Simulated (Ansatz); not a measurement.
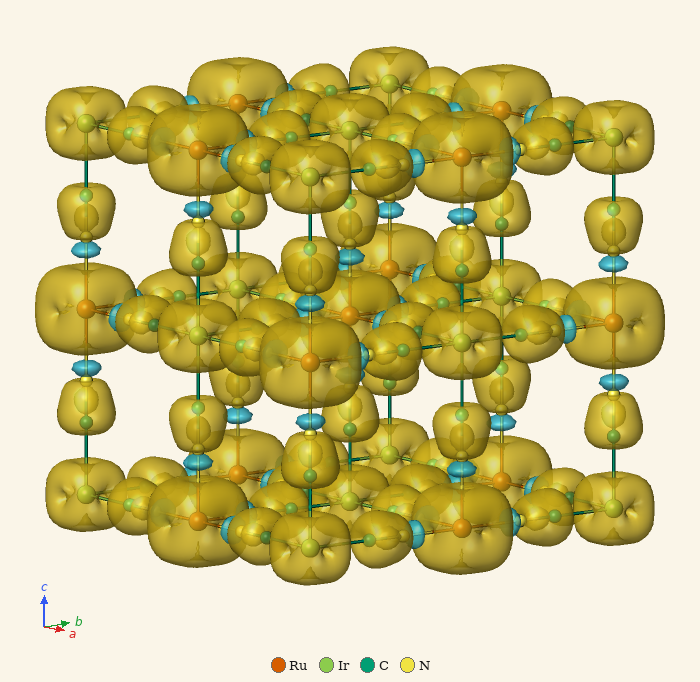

The picture shows: IrRuC₆N₆. Isosurfaces of the spin density at +0.006 (yellow) and −0.006 e/Å³ (cyan), seen at an oblique angle. Sticks mark near contacts.

Space group Fm-3m; a structure generated by program, which may or may not match a known phase; spin-polarised.

All numbers below come from DFT PBE, scalar-relativistic, plane waves, PAW in Ansatz.

The density is the valence pseudo-density of a PAW calculation; it isn't the true density close to the nuclei.

IrRuC₆N₆, 56 atoms, a = 10.35 Å, b = 10.35 Å, c = 10.35 Å, α = 90.00°, β = 90.00°, γ = 90.00°.

**Describe the spin distribution.**

The spin density sits on Ru: +0.5 μB (×4) in one cell of 56 atoms, with smaller moments on other sites: Ir (up to +0.09 μB): parallel main moments (a ferromagnetic arrangement) in this solution. The cell of the calculation (14 atoms) carries 1.0 μB of net spin moment.
